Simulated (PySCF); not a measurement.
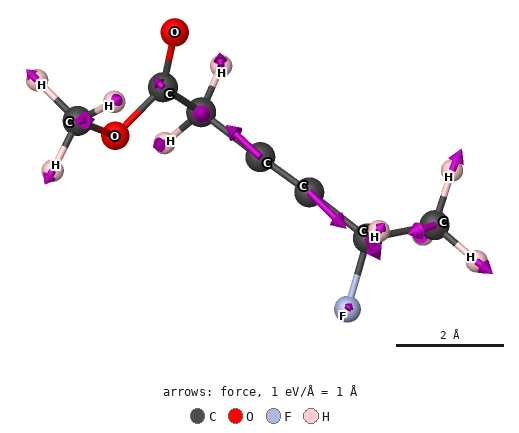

Starting geometry of C7H9FO2 with the computed forces as purple arrows. A ball-and-stick model, seen from a free direction.

The start comes from GFN2-xTB.

These are results of PBE0-D3(BJ)/def2-SVP geometry optimisation, gas phase in PySCF, not measurements. 

What follows when this structure is relaxed?

It isn't relaxed: the largest force vector, on a C atom, is 1.02 eV/Å. The final displacements have little in common with the starting forces (cosine between the two patterns 0.01). The atom that moves furthest after the best rigid fit is an O atom (1.09 Å). Largest moves by element: O 1.09 Å, H 0.75 Å, F 0.51 Å, C 0.29 Å. Some distances before and after: C–H 1.091 → 1.105 Å, C–C 1.199 → 1.211 Å, C–C 1.453 → 1.463 Å, C–F 1.389 → 1.382 Å. Among the angles between lasting bonds that change: C–C–C 107.9° → 116.1°, H–C–H 110.6° → 106.3°, C–C–H 109.6° → 106.5°. Groups turn about C–C by about 50°. Over 26 geometry steps the energy falls by 7.88 kJ/mol.
